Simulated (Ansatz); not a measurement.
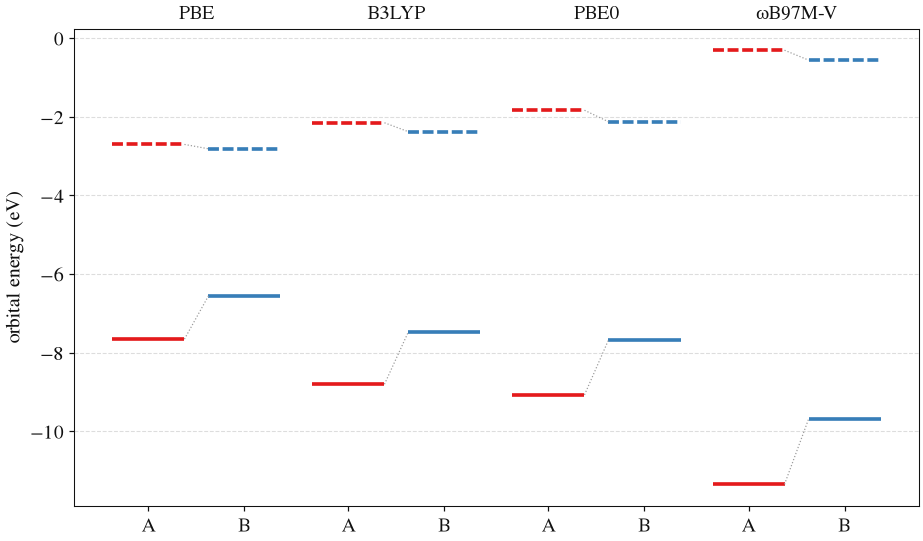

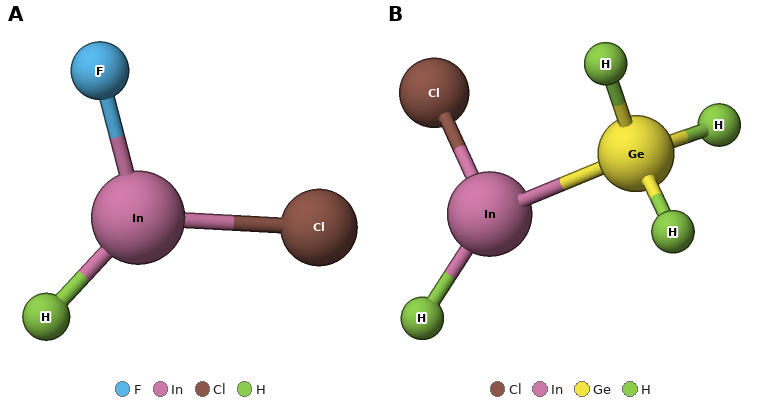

One change: A, InHClF (SMILES [F][InH][Cl]), becomes B, InGeH₄Cl (SMILES [Cl][InH][GeH3]). F on In is replaced by GeH₃. HOMO (solid) and LUMO (dashed) computed in def2-TZVPP at PBE0-D4/def2-TZVP geometries, both minima by their frequencies, gas phase, the Ansatz code.

**What does the change do to HOMO and LUMO?**

PBE: the HOMO rises by 1.10 eV, the LUMO falls by 0.11 eV, and the separation goes from 4.95 to 3.74 eV. B3LYP: the HOMO rises by 1.34 eV, the LUMO falls by 0.23 eV, and the separation goes from 6.65 to 5.08 eV. PBE0: the HOMO rises by 1.40 eV, the LUMO falls by 0.29 eV, and the separation goes from 7.24 to 5.55 eV. ωB97M-V: the HOMO rises by 1.66 eV, the LUMO falls by 0.25 eV, and the separation goes from 11.04 to 9.13 eV.

**Do the functionals agree on the effect?**

They agree on the direction for both levels; the HOMO shift lies between 1.10 and 1.66 eV and the LUMO shift between −0.29 and −0.11 eV, while the separations themselves differ by up to 6.1 eV between functionals.

Known limits of this run: core potentials past krypton; spin-orbit coupling is left out, and with In it can shift these values.
